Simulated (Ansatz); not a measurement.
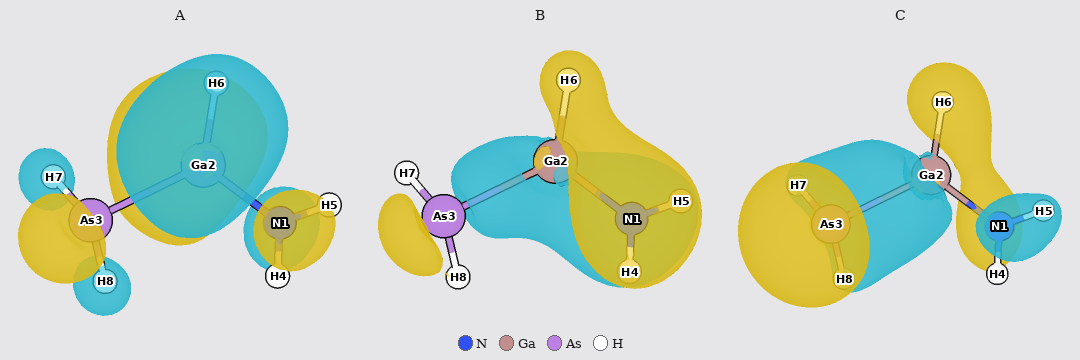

AsGaH5N. Three frontier orbitals at ±0.08 Å⁻³ᐟ² (yellow and cyan are the two phases), in no order.

Geometry: PBE0-D4/def2-TZVP.

All numbers below come from RKS PBE0-D4/def2-TZVPP (Ansatz 0.2.0).

Input file:

```
crystal:
  periodic: [false, false, false]
  atoms:
    - {symbol: N, position_ang: [-1.219496, 0.782652, -0.786440]}
    - {symbol: Ga, position_ang: [0.315121, 0.675282, 0.176346]}
    - {symbol: As, position_ang: [1.545684, -1.401643, 0.081827]}
    - {symbol: H, position_ang: [-1.628641, 0.012588, -1.287254]}
    - {symbol: H, position_ang: [-1.785695, 1.612309, -0.843316]}
    - {symbol: H, position_ang: [0.790777, 1.966069, 0.921505]}
    - {symbol: H, position_ang: [1.713702, -1.418770, 1.594849]}
    - {symbol: H, position_ang: [0.268547, -2.228477, 0.142483]}
basis:
  gaussian: {orbitals: def2-TZVPP}
hamiltonian: {xc: pbe0, dispersion: d4}
output: {orbitals: {seedname: orbitals}}
```

Run with:

```sh
ansatz run in.yaml --threads 4 --pin off --events-out ev --progress --plain --max-ram 10444MiB
```

> Order the three orbitals by energy and name them.

B is the HOMO−1 (−7.47 eV). It lies mainly on N1 (about 60 %), Ga2 (about 20 %) and As3 (about 5 %). C is the HOMO (−7.06 eV). It lies mainly on As3 (about 60 %), Ga2 (about 20 %) and N1 (about 10 %). A is the LUMO (−0.73 eV). It lies mainly on Ga2 (about 65 %), As3 (about 15 %) and N1 (about 10 %).

> What is the HOMO–LUMO gap?

6.33 eV between the orbital energies.
